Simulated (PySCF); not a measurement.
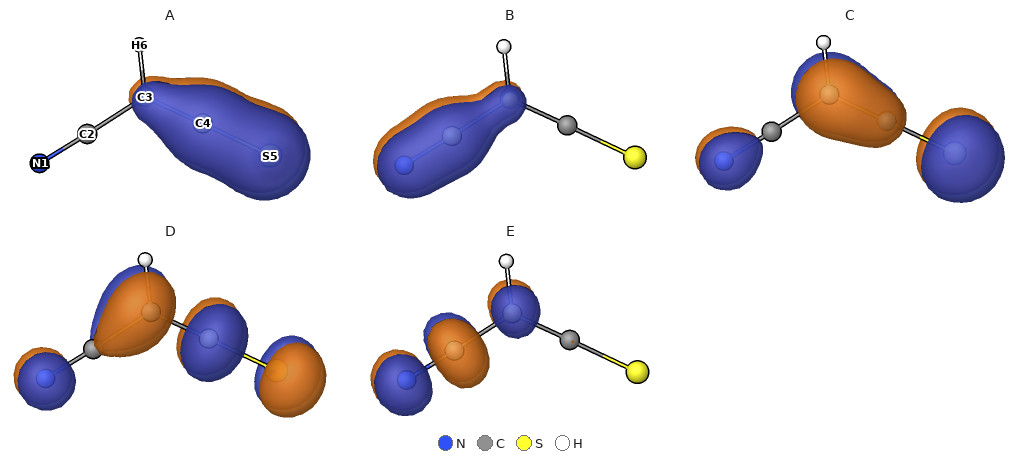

Figure 1: C3HNS, SMILES `N#CC=C=S`. Natural orbitals of the π active space, CASSCF(6,5), triplet state at the geometry of the singlet, in order of falling occupation. The active space holds only one of the two perpendicular π systems.

Method: def2-SVP basis; geometry: GFN2-xTB; program: PySCF. No frequency check shows the geometry to be a minimum. GFN2-xTB bond lengths at metals and heavier atoms can be off by up to 0.1 Å and shapes distorted, which carries into these values.

Input script:

```python
import numpy as np
from pyscf import gto, scf, dft, mcscf, mrpt
from pyscf.mcscf import avas

def solve(mol, dm0=None, hcore=None):
    mf = scf.ROHF(mol) if mol.spin else scf.RHF(mol)
    mf = mf.density_fit(auxbasis='def2-universal-jkfit')
    mf.conv_tol, mf.max_cycle = 1e-8, 80
    if hcore is not None:
        mf.get_hcore = lambda *args: hcore
    mf.kernel(dm0)
    if not mf.converged:
        mf = mf.newton().run(mf.mo_coeff, mf.mo_occ, max_cycle=30)
    assert mf.converged, 'SCF not converged'
    return mf

mol = gto.M(atom='''
N      2.75169     0.64169     0.00000
C      1.80496    -0.00471     0.00000
C      0.66327    -0.82125     0.00000
C     -0.54980    -0.32827     0.00000
S     -1.97572     0.27013     0.00000
H      0.83911    -1.88848     0.00000
''', basis='def2-svp', charge=0, spin=0, verbose=4)
mf = solve(mol)
ncas, nel, orbs = avas.avas(mf, ['C 2pz', 'N 2pz', 'S 3pz'], threshold=0.5, openshell_option=3)
print('active space', nel, ncas)
assert 2 <= ncas <= 10, 'active space too large or empty'
mc = mcscf.CASSCF(mf, ncas, nel)
mc.natorb, mc.max_cycle_macro = True, 60
mc.fix_spin_(ss=mol.spin / 2 * (mol.spin / 2 + 1))
mc.kernel(orbs)
occ = mc.mo_occ[mc.ncore:mc.ncore + ncas]
print('natural occupations', occ.round(4))
e2 = mrpt.NEVPT(mc).kernel()
out = dict(c=mc.mo_coeff[:, mc.ncore:mc.ncore + ncas], occ=occ, e=mc.e_tot, e2=e2, ehf=mf.e_tot, ok=mc.converged, nel=nel, w0=abs(mc.ci).max() ** 2, dm=mc.make_rdm1())
# the other spin state at the same geometry
other = mol.copy().set(spin=2).build()
mo = scf.ROHF(other).density_fit(auxbasis='def2-universal-jkfit').run()
na = (nel + other.spin) // 2
m2 = mcscf.CASSCF(mo, ncas, (na, nel - na))
m2.natorb = True
m2.fix_spin_(ss=other.spin / 2 * (other.spin / 2 + 1))
m2.kernel(mc.mo_coeff)
e2o = mrpt.NEVPT(m2).kernel()
print('other state above this one / eV: CASSCF', (m2.e_tot - mc.e_tot) * 27.211386, 'NEVPT2', (m2.e_tot + e2o - mc.e_tot - e2) * 27.211386)
np.savez('result.npz', eo=m2.e_tot, e2o=e2o, oko=m2.converged, occo=m2.mo_occ[mc.ncore:mc.ncore + ncas], co=m2.mo_coeff[:, mc.ncore:mc.ncore + ncas], **out)
```

Run with:

```sh
OMP_NUM_THREADS=1 python input.py
```

The run took 15 s on 1 thread of Intel(R) Xeon(R) Platinum 8259CL CPU @ 2.50GHz (Skylake/Cascade Lake) (shared host), peak memory 0.2 GiB.

What are the natural occupation numbers?

Answer. A 2.00, B 1.93, C 1.02, D 0.99, E 0.07.

Where does the lowest triplet lie relative to the singlet, at this geometry and within this active space?

Answer. 3.81 eV above it by strongly contracted NEVPT2 (+3.99 eV by CASSCF); a small basis tends to put such gaps a few tenths of an eV too high. This is a vertical energy for π states alone; a state that uses lone pairs or σ orbitals may lie lower.
